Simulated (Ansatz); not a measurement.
CoF3H6O3 (mer-CoF3(H2O)3)

```xyz
13

Co    0.1573    0.0910    0.0412
F     0.2287    0.5197    1.7903
F    -0.1437   -0.4164   -1.7137
F     1.9332    0.0566   -0.1053
O    -1.8058    0.1073    0.0357
H    -2.1454   -0.6067    0.5974
H    -1.8291   -0.2146   -0.8942
O     0.3036    1.9989   -0.1281
H     1.2578    1.9944   -0.3522
H     0.3078    2.0370    0.8657
O     0.2681   -1.8348    0.2144
H     1.2238   -1.8539    0.4267
H     0.2437   -1.8785   -0.7778
```

Geometry: r2SCAN-D4/def2-SVP; not at a stationary point (largest force 0.5 eV/Å).

All numbers below come from RKS PBE0-D4/def2-TZVP in Ansatz.

What can the converged electron density and electron localisation function tell about the bonding?

Co–F (1.78 Å): ρ is about 0.81 e/Å³ halfway; the ELF peaks at about 0.85 in the valence shell of F, 0.6 Å from its nucleus, and is about 0.15 at the midpoint.
O–H (0.98 Å): ρ at the midpoint is about 3.7 e/Å³; the ELF climbs to about 1 towards the hydrogen, as it does in any bond to H: an ordinary covalent bond to hydrogen.
Co–F (1.85 Å): ρ at the midpoint is about 0.67 e/Å³; the ELF peaks at about 0.85 in the valence shell of F, 0.6 Å from its nucleus, and is about 0.15 at the midpoint.
Co–O (1.96 Å): ρ at the midpoint is about 0.53 e/Å³; the ELF peaks at about 0.90 in the valence shell of O, 0.6 Å from its nucleus, and is about 0.15 at the midpoint.

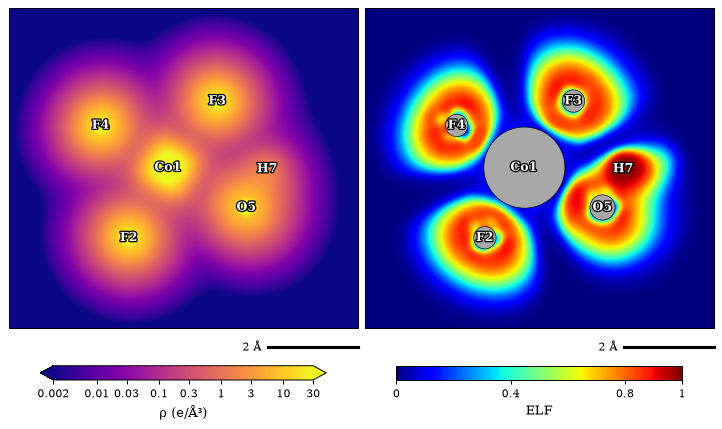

Computed electron density and electron localisation function on the plane of atoms F2, Co1 and O5, in this order. Grey discs cover the atomic cores in the ELF map. 
